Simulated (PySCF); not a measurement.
**CoCl₂: structure of the quartet**

The task is one start of a wider search on CoCl₂: the quartet, from a bent start. It is relaxed, tested by its Hessian and followed downhill if it is a saddle.

Program: PySCF 2.14.0. Level of theory: PBE0, basis Co def2-TZVP, Cl def2-TZVP, no relativity, density fitting. These are calculated values, not measurements.

## 1. The starting structure

3 atoms, charge 0, spin multiplicity 4.

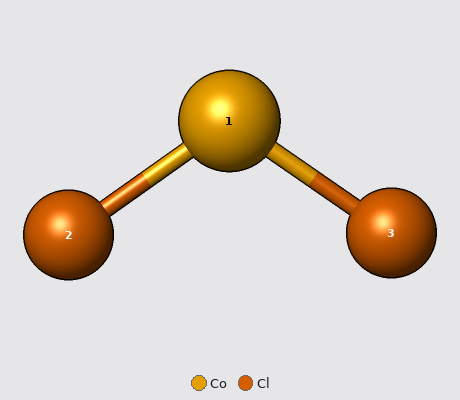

Start geometry, drawn with cobalt amber, chlorine orange; atoms are numbered from 1 in the order of the file.

Coordinates in bohr (charge 0 multiplicity 4):
```
Co    0.0000    0.0000    0.0000
Cl    3.2507    0.0000    2.2762
Cl   -3.2507    0.0000    2.2762
```

## 2. Finding the electronic state

The steps below are one call of a driver around PySCF. For each, scf.py gives the equivalent set-up of the SCF; relaxations use the driver's own optimiser. After this first run the driver tries any further starts and a stability analysis.

Input file scf.py:

```python
from pyscf import gto, scf, dft
mol = gto.M(atom='''
Co     0.000000     0.000000     0.000000
Cl     1.720200     0.000000     1.204500
Cl    -1.720200     0.000000     1.204500''',
    basis={'Co': 'def2-TZVP', 'Cl': 'def2-TZVP'},
    charge=0, spin=3)
mf = dft.UKS(mol, xc='PBE0')
mf.grids.atom_grid = (50, 194)
aux = {'Co': 'def2-universal-JKFIT', 'Cl': 'def2-universal-JKFIT'}
mf = mf.density_fit(auxbasis=aux)
mf.conv_tol = 1e-08
mf.diis_space = 10
mf.max_cycle = 60
mf.init_guess = 'minao'
mf.verbose = 4
mf.kernel()
```

Started as:

```bash
OMP_NUM_THREADS=4 python axn.py task.json out
```

After this run come: Relaxing the quartet from the bent start; Vibrations and properties at this point.

Q: Predict the outcome of this session. Wanted: minimum; geometry; wavenumbers; dipole moment; highest occupied, lowest empty level; polar-tensor charge of Co1; zero-point energy; atomisation energy; ⟨S²⟩.

**Answer**, as computed:

| quantity | value |
| --- | --- |
| minimum | quartet, D∞h |
| geometry | Co–Cl 2.090 Å (×2); Cl–Co–Cl 180.0° |
| wavenumbers (cm⁻¹) | 77 (πu), 353 (σg+), 508 (σu+) |
| dipole moment | 0.00 D |
| highest occupied, lowest empty level (either spin) | -8.93, -3.97 eV |
| polar-tensor charge of Co1 | +1.13 e |
| zero-point energy | 6.1 kJ/mol |
| entropy at 298.15 K | 292.7 J/(mol K) |
| atomisation energy (no zero-point energy) | 774 kJ/mol |
| ⟨S²⟩ | 3.761 |

**Reading.** The bent start (C2v) ends in a minimum of D∞h symmetry. The strongest infrared band lies at 508 cm⁻¹ (σu+, stretch). The dipole vanishes although Co1 carries +1.1 e by the polar tensor: the bond dipoles cancel. Most of the spin sits on Co1 (Mulliken spin 2.72, against 3 for the whole molecule). The first SCF alone would have been 2 kJ/mol too high. Only this shape and spin were tried, so other structures or states may lie lower. One determinant may miss the lowest occupation of an open d or f shell.
